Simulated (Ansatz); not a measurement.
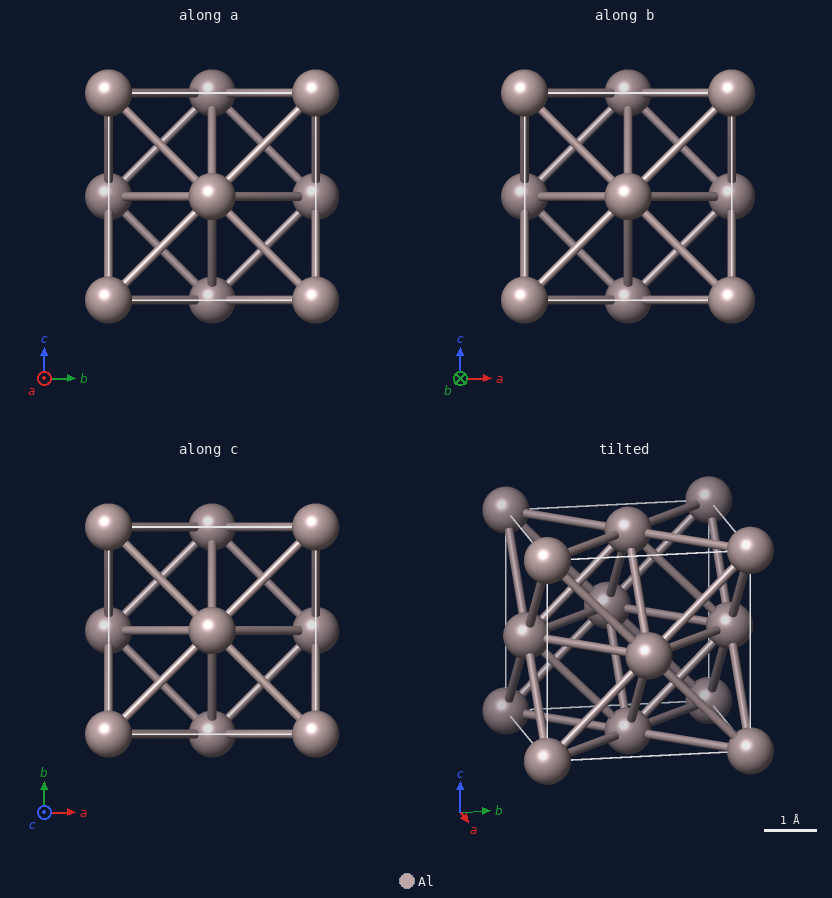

Shown here is a ball-and-stick view of the crystal, taken along the a axis, along the b axis, along the c axis and slightly off an axis. The parallelepiped is the conventional unit cell.

Lattice parameters: a = 3.991 Å, b = 3.991 Å, c = 3.991 Å, α = 90.00°, β = 90.00°, γ = 90.00°. Put a along x and b in the xy plane.

**Set out the cell and atoms as a POSCAR file.**

```
Al
1.0
     3.991    0.000    0.000
     0.000    3.991    0.000
     0.000    0.000    3.991
Al
4
Direct
  0.0000 0.0000 0.0000
  0.0000 0.5000 0.5000
  0.5000 0.0000 0.5000
  0.5000 0.5000 0.0000
```

Starting structure: the standard structure of this element. Earlier steps of the study may have refined or changed the cell and positions. An electronic-structure calculation with Ansatz was run on it.
